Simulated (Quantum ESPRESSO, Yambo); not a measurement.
# A GW chain in Yambo: SiF (chair-type functionalised monolayer), part 2 of 2

How does a plane-wave GW calculation on SiF (chair-type functionalised monolayer) run from the first input to the gap?

Quantum ESPRESSO 7.5 and Yambo 5.3.0; PBE and many-body steps on it, plane waves. Known limits of the many-body steps: not at the basis limit.

So far. Step 3 (Bands along the symmetry lines): The gap is 0.676 eV, as in the run before at this level. Step 4 (Empty states on the mesh, 6×6×1 mesh, 72 bands): On this mesh the gap is 0.676 eV.

## Step 5: Conversion and set-up

This step: Yambo 5.3.0; conversion and set-up on PBE, plane waves, norm-conserving pseudopotentials.

The states are converted to the many-body program's format and the q mesh is built.

Run with:

```bash
$ (cd o/x.save; p2y > p2y.log; mv SAVE ../..); yambo > setup.log
```

What it wrote:

```text
 Yambo, version 5.3.0

 [02] CORE Variables Setup
 =========================

  [02.01] Unit cells
  ==================

  Cell kind             :  HCP
  Atoms in the cell     :  Si  F
  number of Si atoms    :  2
  number of F  atoms    :  2

  List of atomic masses
  Mass of Si    :  28.08500
  Mass of F     :  18.99800

  List of atomic coordinates    : [cc]
  Si1       : -0.31190E-09   4.3288       15.778      order 1
  Si2       :   3.74889   2.16442  14.45722  order 2
  F1       : -0.31190E-09   4.3288       18.852      order 3
  F2       :   3.74889   2.16442  11.38374  order 4

  Alat factors          :   7.49779   6.49327  30.23562 [a.u.]
  Direct lattice volume :   1472.03    [a.u.]
  Direct lattice vectors:  A[ 1 ]  A[ 2 ]  A[ 3 ]
   A[ 1 ]:  1.000000 -0.000000  0.000000  [iru]
   7.497787 -0.000000  0.000000  [cc]
   A[ 2 ]: -0.500000  1.000000  0.000000  [iru]
  -3.748894  6.493274  0.000000  [cc]
   A[ 3 ]:  0.000000  0.000000  1.000000  [iru]
    0.00000   0.00000  30.23562  [cc]

  Recip. lattice volume :  0.168509 [a.u.]
  Recip. lattice vectors:  B[ 1 ]  B[ 2 ]  B[ 3 ]
   B[ 1 ]:  1.000000  0.500000  0.000000  [iku]
   0.838005  0.483823 -0.000000  [cc]
   B[ 2 ]:  0.000000  1.000000  0.000000  [iku]
   0.000000  0.967645 -0.000000  [cc]
   B[ 3 ]:  0.000000  0.000000  1.000000  [iku]
  -0.000000 -0.000000  0.207807  [cc]

  [02.02] Symmetries
  ==================

  Inversion symmetry    : yes
  Spatial inversion     : yes
  Inversion index       :   7
  K-space Time-reversal : no
  Magnetic symmetries   : no
  Group table correct   : yes
  Symmetries units      :  [cc]

   [S  1]:   1.0000       0.0000       0.0000     -0.10484E-16   1.0000       0.0000       0.0000       0.0000       1.0000
   [S  2]:   1.0000       0.0000       0.0000     -0.29103E-10  -1.0000       0.0000       0.0000       0.0000      -1.0000
   [S  3]: -0.500000  0.866025  0.000000 -0.866025 -0.500000  0.000000  0.000000  0.000000  1.000000
[...]
[S 11]:  0.500000  0.866025  0.000000  0.866025 -0.500000  0.000000  0.000000  0.000000  1.000000
   [S 12]:  0.500000 -0.866025  0.000000 -0.866025 -0.500000  0.000000  0.000000  0.000000  1.000000

  [02.03] Reciprocal space
  ========================

  nG shells         :   5515
  nG charge         :  121513
  nG WFs            :  18157
  nC WFs            :  15228
  G-vecs. in first 80 shells:  [ Number ]
     1    3    5    7    9   15   27   29   41
    53   55   67   79   81   93   95  101  113
   125  137  149  151  163  175  181  193  205
[...]
787   811   823   835   847   871   883   885
  ...
  Shell energy in first 80 shells:  [ mHa ]
[...]
4017.13      4031.87      4054.49      4117.21      4213.52      4232.02      4235.11      4299.89      4335.19
[...]
K/Q-points units:
  rlu = crystal or reduced units; cc = cartesian coordinates; iku = interal k-units

  K [1]          [rlu]:  0.000000  0.000000  0.000000
         WF components:  15183
  K [2]          [rlu]:  0.000000  0.166667  0.000000
         WF components:  15161
  K [3]          [rlu]:  0.000000  0.333333  0.000000
         WF components:  15168
  K [4]          [rlu]:  0.000000 -0.500000  0.000000
         WF components:  15192
  K [5]          [rlu]:  0.166667  0.166667  0.000000
         WF components:  15136
  K [6]          [rlu]:  0.166667  0.333333  0.000000
         WF components:  15204
  K [7]          [rlu]:  0.333333  0.333333  0.000000
         WF components:  15228

  [02.05] Energies & Occupations
  ==============================

  [X] === General ===
  [X] Electronic Temperature                        :  0.000000  0.000000 [eV K]
  [X] Bosonic    Temperature                        :  0.000000  0.000000 [eV K]
  [X] Finite Temperature mode                       : no
  [X] El. density                                   :  0.10086E+24 [cm-3]
  [X] Fermi Level                                   : -3.241868 [eV]

  [X] === Gaps and Widths ===
  [X] Conduction Band Min                           :  0.675981 [eV]
  [X] Valence Band Max                              :  0.000000 [eV]
  [X] Filled Bands                                  :  11
  [X] Empty Bands                                   :   12   72
  [X] Direct Gap                                    :  0.675981 [eV]
  [X] Direct Gap localized at k                     :  1
  [X] Indirect Gap                                  :  0.675981 [eV]
  [X] Indirect Gap between kpts                     :  1  1
  [X] Last valence band width                       :  2.454572 [eV]
  [X] 1st conduction band width                     :  3.737894 [eV]

  E @ K [1]:  [eV]
  -24.37113 -24.34680 -10.21209  -7.24700  -5.77523  -5.15512  -5.15512  -5.00633
[...]
occ @ K [1]
[...]
E @ K [2]:  [eV]
[...]
occ @ K [2]
[...]
E @ K [3]:  [eV]
[...]
occ @ K [3]
[...]
E @ K [4]:  [eV]
[...]
occ @ K [4]
[...]
E @ K [5]:  [eV]
[...]
occ @ K [5]
[...]
E @ K [6]:  [eV]
[...]
occ @ K [6]
[...]
E @ K [7]:  [eV]
[...]
occ @ K [7]
[...]
2.000000  2.000000  2.000000  0.000000  0.000000  0.000000  0.000000  0.000000
   0.000000  0.000000  0.000000  0.000000  0.000000  0.000000  0.000000  0.000000

 [03] Transferred momenta grid and indexing
 ==========================================

 IBZ Q-points                                      :   7
 BZ  Q-points                                      :   36

 K/Q-points units:
 rlu = crystal or reduced units; cc = cartesian coordinates; iku = interal k-units

 Q [1]          [rlu]:  0.000000  0.000000  0.000000
 Q [2]          [rlu]: -0.20177E-17  0.16667       0.0000
 Q [3]          [rlu]: -0.40354E-17  0.33333       0.0000
 Q [4]          [rlu]:  0.60531E-17 -0.50000       0.0000
 Q [5]          [rlu]:  0.166667  0.166667  0.000000
 Q [6]          [rlu]:  0.166667  0.333333  0.000000
 Q [7]          [rlu]:  0.333333  0.333333  0.000000

  [03.01] X indexes
  =================

   [03.01.01] Sigma indexes
   ========================

 [06] Game Over & Game summary
```

Wall time 2.5 s (1 MPI rank of Arm Neoverse V2, shared host); peak memory 0.26 GiB.

## Step 6: Screening and self-energy, 6×6×1 mesh, 72 bands, screening to 74.8 eV

Now the one-shot GW correction: screening in the RPA, then the self-energy of the levels asked for.

This step: G0W0 on PBE, plane waves, norm-conserving pseudopotentials.

File gw1.in:

```
HF_and_locXC
gw0
dyson
ppa
em1d
rim_cut
rim_w
RandQpts= 3000000
RandGvec= 100 RL
CUTGeo= "slab z"
RandGvecW= 9 RL
EXXRLvcs= 72 Ry
VXCRLvcs= 288 Ry
Chimod= "HARTREE"
% BndsRnXp
 1 | 72 |
%
NGsBlkXp= 5.5 Ry
% LongDrXp
 1 | 1 | 0 |
%
% GbndRnge
 1 | 72 |
%
DysSolver= "n"
ExtendOut
PPAPntXp= 27.21138 eV
% QPkrange
 1 | 7 | 3 | 17 |
%
```

Run with:

```bash
$ OMP_NUM_THREADS=1 mpirun -n 4 yambo -F gw1.in -J gw1 -C gw1 > gw1.log
```

What it wrote:

```text
 Yambo, version 5.3.0

 [02] CORE Variables Setup
 =========================

  [... cell, symmetries and grids as in the set-up ...]

  [02.05] Energies & Occupations
  ==============================

  [X] === General ===
  [X] Electronic Temperature                        :  0.000000  0.000000 [eV K]
  [X] Bosonic    Temperature                        :  0.000000  0.000000 [eV K]
  [X] Finite Temperature mode                       : no
  [X] El. density                                   :  0.10086E+24 [cm-3]
  [X] Fermi Level                                   : -3.241868 [eV]

  [X] === Gaps and Widths ===
  [X] Conduction Band Min                           :  0.675981 [eV]
  [X] Valence Band Max                              :  0.000000 [eV]
  [X] Filled Bands                                  :  11
  [X] Empty Bands                                   :   12   72
  [X] Direct Gap                                    :  0.675981 [eV]
  [X] Direct Gap localized at k                     :  1
  [X] Indirect Gap                                  :  0.675981 [eV]
  [X] Indirect Gap between kpts                     :  1  1
  [X] Last valence band width                       :  2.454572 [eV]
  [X] 1st conduction band width                     :  3.737894 [eV]

 [03] Transferred momenta grid and indexing
 ==========================================

 IBZ Q-points                                      :   7
 BZ  Q-points                                      :   36

 K/Q-points units:
 rlu = crystal or reduced units; cc = cartesian coordinates; iku = interal k-units

 Q [1]          [rlu]:  0.000000  0.000000  0.000000
 Q [2]          [rlu]: -0.20177E-17  0.16667       0.0000
 Q [3]          [rlu]: -0.40354E-17  0.33333       0.0000
 Q [4]          [rlu]:  0.60531E-17 -0.50000       0.0000
 Q [5]          [rlu]:  0.166667  0.166667  0.000000
 Q [6]          [rlu]:  0.166667  0.333333  0.000000
 Q [7]          [rlu]:  0.333333  0.333333  0.000000

 [04] Coloumb potential Random Integration (RIM)
 ===============================================

 Performing RIM of v_slab

  [04.01] RIM initialization
  ==========================

  * Diagonal components only detected *

  8 x (sBL volume)        :  0.037447 [a.u.]
  sBZ random points       :  3000000
  Points outside the sBZ  :  24000829
  RL volume               :  0.168509 [a.u.]
  Integrated volume       :  0.168504 [a.u.]

  [04.02] RIM integrals
  =====================

  Gamma point sphere radius             :  0.037868 [a.u.]
  Points outside the sphere             :  2398884
  [Int_sBZ(q=0) 1/q^2]*(Vol_sBZ)^(-1/3) =:  7.512773
                                 should be <:  7.795600

  Summary of Coulomb integrals for non-metallic bands |Q|[au] RIM/Bare

  Q [1] 0.100000E-4 0.963720 * Q [2] 0.161274 1.009278
  Q [5] 0.279335 1.027952 * Q [3] 0.322548 1.025554
  Q [6] 0.426691 1.018270 * Q [4] 0.483823 1.014849
  Q [7] 0.558670 1.011499
  Non-periodic chartesian directions : none
  Optical renormalization            :  30.23562 [au]
  Polarizability dimension           : length

 [05] Coloumb potential CutOffslab
 =================================

 Cut directionsZ
 Slab Cutoff:Z
 Symmetry test passed : yes

 [06] Dipoles
 ============

  [06.01] Setup: observables and procedures
  =========================================

  [WARNING] [x,Vnl] slows the Dipoles computation. To neglect it rename the ns.kb_pp file

 [07] Dynamic Dielectric Matrix (PPA)
 ====================================

 [WR./gw1//ndb.pp]---------------------------------------------------------------
  Brillouin Zone Q/K grids (IBZ/BZ)                :    7   36    7   36
  RL vectors                                       :  18171 [WF]
  Coulomb cutoff potential                         : slab z
  Electronic Temperature                           :  0.000000 [K]
  Bosonic    Temperature                           :  0.000000 [K]
  PPA    diel. fun.  energies                      : Perdew, Burke & Ernzerhof(X)+Perdew, Burke & Ernzerhof(C)
  wavefunctions                                    : Perdew, Burke & Ernzerhof(X)+Perdew, Burke & Ernzerhof(C)
  Global Gauge                                     : length
  X matrix size                                    :   353
  X band range                                     :    1   72
  X e/h energy range                               : -1.000000 -1.000000 [eV]
  X Time ordering                                  : R
  X Hxc Kernel                                     : HARTREE
  X Drude frequency                                :  0.000000  0.000000
  X poles                                          :  100.0000 [o/o]
  RL vectors in the sum                            :  18171
  [r,Vnl] included                                 : yes
  Field direction                                  :  0.707107E-5  0.707107E-5   0.00000
  BZ energy Double Grid                            : no
  BZ energy DbGd points                            : 0
  BZ Q point size factor                           : -1.000000
  X Optical Averaged directions                    : none

 [08] Local Exchange-Correlation + Non-Local Fock
 ================================================

 [VXC] Plane waves :  121513
 [EXS] Plane waves :  15207

 QP @ state[ 1 ] K range:   1   7
 QP @ state[ 1 ] b range:   3  17

 [xc] Functional : Perdew, Burke & Ernzerhof(X)+Perdew, Burke & Ernzerhof(C)
 [xc] LIBXC used to calculate xc functional
  PP Number of Atomic Species                      :  2
  NLCC RL compoments                               :  121513
  PP Number of Atomic Species                      :  2
  NLCC RL compoments                               :  121513

 [xc] E_xc :  -11.67989 [Ha]
      E_xc :  -23.35978 [Ry]

  Local XC kind (lXC) : Perdew, Burke & Ernzerhof(X)+Perdew, Burke & Ernzerhof(C)
  Non-Local XC kind (nlXC) : Hartree-Fock

  Corrections @ K [1] :  [eV]
 <3|nlXC|3> = -19.60027 -0.20509E-16 <3|lXC|3> = -12.57478  0.000000
 <4|nlXC|4> = -28.12210 -0.55569E-17 <4|lXC|4> = -20.34216 -0.75527E-15
 <5|nlXC|5> = -26.58414  0.26726E-17 <5|lXC|5> = -19.75151  0.75527E-15
 <6|nlXC|6> = -28.48029  0.16660E-16 <6|lXC|6> = -20.72520  0.37763E-15
 <7|nlXC|7> = -28.48037  0.61968E-17 <7|lXC|7> = -20.72528  0.94408E-16
 <8|nlXC|8> = -29.33750  0.15199E-16 <8|lXC|8> = -21.40584 -0.75527E-15
 <9|nlXC|9> = -29.33745 -0.72895E-18 <9|lXC|9> = -21.40582  0.000000
 <10|nlXC|10> = -14.63079 -0.20631E-17 <10|lXC|10> = -12.51265 -0.37763E-15
 <11|nlXC|11> = -14.63082 -0.13793E-16 <11|lXC|11> = -12.51269  0.000000
 <12|nlXC|12> = -5.029660 -0.93469E-18 <12|lXC|12> = -8.981018  0.000000
[...]
Corrections @ K [2] :  [eV]
[...]
Corrections @ K [3] :  [eV]
[...]
Corrections @ K [4] :  [eV]
[...]
Corrections @ K [5] :  [eV]
[...]
Corrections @ K [6] :  [eV]
[...]
Corrections @ K [7] :  [eV]
[...]
<13|nlXC|13> = -5.526966  0.13468E-18 <13|lXC|13> = -10.70395 -0.94408E-16
 <14|nlXC|14> = -5.067904  0.10106E-17 <14|lXC|14> = -9.802846  0.47204E-16
 <15|nlXC|15> = -4.500855 -0.21394E-17 <15|lXC|15> = -9.146113  0.000000
 <16|nlXC|16> = -5.195101  0.68742E-18 <16|lXC|16> = -10.90242  0.94408E-16
 <17|nlXC|17> = -5.195104 -0.23957E-18 <17|lXC|17> = -10.90243  0.94408E-16

  [08.01] Hartree-Fock occupations report
  =======================================

  [Hartree-Fock] === General ===
  [Hartree-Fock] Electronic Temperature             :  0.000000  0.000000 [eV K]
  [Hartree-Fock] Bosonic    Temperature             :  0.000000  0.000000 [eV K]
  [Hartree-Fock] Finite Temperature mode            : no
  [Hartree-Fock] El. density                        :  0.10086E+24 [cm-3]
  [Hartree-Fock] Fermi Level                        : -3.241868 [eV]

  [Hartree-Fock] === Gaps and Widths ===
  [Hartree-Fock] Conduction Band Min                :  4.627340 [eV]
  [Hartree-Fock] Valence Band Max                   : -2.118123 [eV]
  [Hartree-Fock] Filled Bands                       :  11
  [Hartree-Fock] Empty Bands                        :   12   72
  [Hartree-Fock] Direct Gap                         :  6.745462 [eV]
  [Hartree-Fock] Direct Gap localized at k          :  1
  [Hartree-Fock] Indirect Gap                       :  6.745462 [eV]
  [Hartree-Fock] Indirect Gap between kpts          :  1  1
  [Hartree-Fock] Last valence band width            :  4.399955 [eV]
  [Hartree-Fock] 1st conduction band width          :  4.963532 [eV]

 [09] Dyson equation: Newton solver
 ==================================

  [09.01] RIM-W interpolation
  ===========================

  [WARNING] RIM-W works only for 2D semiconductors with slab cutoff
  Found compatible q grid: 2D
  q_min[ 1 ]:  0.16667      0.43367E-11   0.0000     [rlu]
   0.166667  0.083333  0.000000 [iku]
  q_min[ 2 ]:  0.56008E-11  0.16667       0.0000     [rlu]
   0.56008E-11  0.16667       0.0000     [iku]
  G-vectors :   9
  G-vectors loaded:   63
  Number of interpolated frequencies:  2

  Evaluating coefficients q = 0
  Evaluating coefficients q = 0

  [09.02] RIM-W integrals
  =======================

  8 x (sBL volume)        :  0.037447 [a.u.]
  sBZ random points       :  3000000
  Points outside the sBZ  :  24000829
  RL volume               :  0.168509 [a.u.]
  Integrated volume       :  0.168504 [a.u.]

  [09.03] RIM integrals
  =====================

  Comparison between head Wc = W - v averages: < Wc > [au] RIM-W/RIM

   < -Wc [Q = 1] > 0.324658E-1 0.566038E-4 * < -Wc [Q = 2] > 0.003627 0.003450
   < -Wc [Q = 3] > 0.606459E-3 0.589491E-3 * < -Wc [Q = 4] > 0.196788E-3 0.193642E-3
   < -Wc [Q = 5] > 0.912366E-3 0.884961E-3 * < -Wc [Q = 6] > 0.287542E-3 0.283415E-3
   < -Wc [Q = 7] > 0.136706E-3 0.135767E-3

  Comparison between head Wc = W - v averages: < Wc > [au] RIM-W/RIM

   < -Wc [G = 1,G`=0] > 0.324658E-1 0.566038E-4 * < -Wc [G = 2,G`=0] >-0.001659 0.000000
   < -Wc [G = 3,G`=0] >-0.001659 0.000000 * < -Wc [G = 4,G`=0] > 0.119045E-3  0.00000
   < -Wc [G = 5,G`=0] > 0.119052E-3  0.00000 * < -Wc [G = 6,G`=0] >-0.557834E-4  0.00000
   < -Wc [G = 7,G`=0] >-0.557896E-4  0.00000 * < -Wc [G = 8,G`=0] > 0.112447E-4  0.00000
   < -Wc [G = 9,G`=0] > 0.112451E-4  0.00000

 [10] G0W0 (W PPA)
 =================

 [  GW  ] Bands range     :    1   72
 [GW/PPA] G damping       :  0.100000 [eV]

 QP @ state[ 1 ] K range:   1   7
 QP @ state[ 1 ] b range:   3  17

  Sc/G bands                                       :    1   72
  Sc/G damping                                     :  0.100000 ev
  Sc bands terminator                              : no
  Sx RL components                                 :  15207

  QP @ state[ 1 ] K range                          :   1   7
  QP @ state[ 1 ] b range                          :   3  17
  GF energies kind                                 : Perdew, Burke & Ernzerhof(X)+Perdew, Burke & Ernzerhof(C)
  GF WF`s kind                                     : Perdew, Burke & Ernzerhof(X)+Perdew, Burke & Ernzerhof(C)
  Xs energies kind                                 : Perdew, Burke & Ernzerhof(X)+Perdew, Burke & Ernzerhof(C)
  Xs WF`s kind                                     : Perdew, Burke & Ernzerhof(X)+Perdew, Burke & Ernzerhof(C)

 [14] Game Over & Game summary
```

Run time: 7.4 min. Hardware: 4 MPI ranks; peak memory 3.2 GiB; 30 min of CPU time.

Numbers from this step:

```yaml
g0w0_gap_on_the_mesh: 2.060 eV
starting_gap_on_the_mesh: 0.6760 eV
k_of_the_valence_top: 0, 0, 0
k_of_the_conduction_bottom: 0, 0, 0
least_direct_g0w0_gap_on_the_computed_points: 2.060 eV
z_at_the_valence_top: 0.7169
z_at_the_conduction_bottom: 0.7280
```

The gap on the mesh goes from 0.68 eV to 2.06 eV, a correction of +1.38 eV.

Limits: finite bands, cutoff and mesh. v1 is the top filled band, c1 the lowest empty one. Levels before and after the correction, in eV, zero at the valence-band top of each column:

```tsv
	conduction bottom	valence top
Kohn-Sham	0.68	0.00
G0W0	2.06	0.00
```

```tsv
	level	energy (eV)
Kohn-Sham	Γ v4-v3	-5.006
Kohn-Sham	Γ v2-v1	0.000
Kohn-Sham	Γ c1	0.676
Kohn-Sham	Γ c2	3.648
Kohn-Sham	Γ c3-c4	3.703
G0W0	Γ v4-v3	-6.183
G0W0	Γ v2-v1	0.000
G0W0	Γ c1	2.060
G0W0	Γ c2	5.365
G0W0	Γ c3-c4	5.218
```

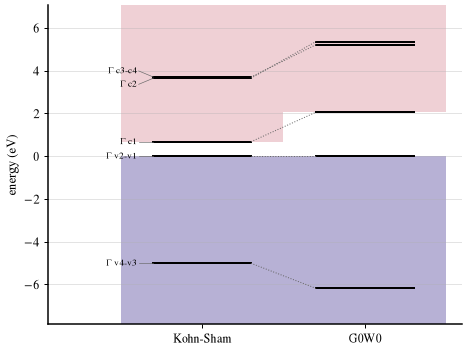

Levels before and after the correction. Shaded: valence and conduction bands.

## Step 7: Where the time went

Times are wall times on the hardware named with each run, good to a factor of about two.

```tsv
step	time	share	memory (GiB)
ground state	14 s	3 %	0.61
bands along the symmetry lines	11 s	2 %	0.47
empty states on the mesh	19 s	4 %	0.76
conversion and set-up	2.5 s	1 %	0.26
screening and self-energy	7.4 min	90 %	3.2
```

## Step 8: What came out

* PBE gap: 0.68 eV, direct
* G0W0 gap on the mesh: 2.06 eV
* GW settings: 6×6×1 mesh, 72 bands, screening to 74.8 eV, Godby-Needs plasmon pole
* known limits: not at the basis limit

**Reading.** G0W0 moves the gap on the mesh from 0.68 eV to 2.06 eV (+1.38 eV), with Z of 0.72 and 0.73 at the edges. The dearest step here is «screening and self-energy». Bands and cutoff are finite, so the gap is not at the basis limit. The miss can reach some tenths of an eV and take either sign; the mesh is an error of its own.

[Paths, hosts, dates, memory and timing lines, banners, echoed tables and standing remarks are left out of the program output.]

[Logs are printed without paths, hosts, clocks, repeated set-up lines and the standing remarks that a program may print on its own settings, such as how far it seeks lower states.]

[Runs of the session that timed out or met a known fault of the program may be left out.]

[Hosts, paths, dates, database ids (printed as entryN), source tags and the programs' standing remarks are cut or masked in the printed files.]
